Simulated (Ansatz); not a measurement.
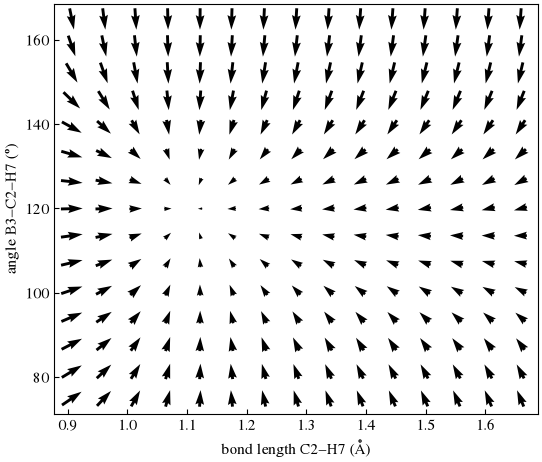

CH₃BFNS, SMILES N=CB(F)S. 
- Coordinates scanned: (1) bond length C2–H7; (2) angle B3–C2–H7.
- Nothing is relaxed (all other coordinates rigid).
- Grid: 15 × 15 points.
- The reference is spin-restricted, which grows unreliable where a bond is stretched far.
- All numbers below come from RKS PBE0-D4/def2-SVP in Ansatz 0.2.0.

Drawn: arrows along the force (downhill), their lengths compressed.

**The arrows alone are given. Where is the energy lowest?**

The arrows converge at about bond length C2–H7 = 1.106 Å, angle B3–C2–H7 = 120° (read from the interpolated surface).

The energy map of the same scan:

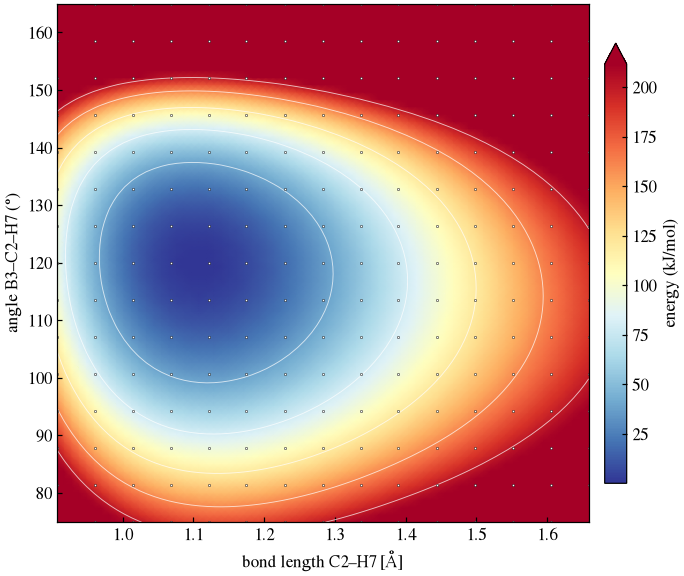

Energies are in kJ/mol, from the relaxed molecule at the same level; between grid points the surface is interpolated.
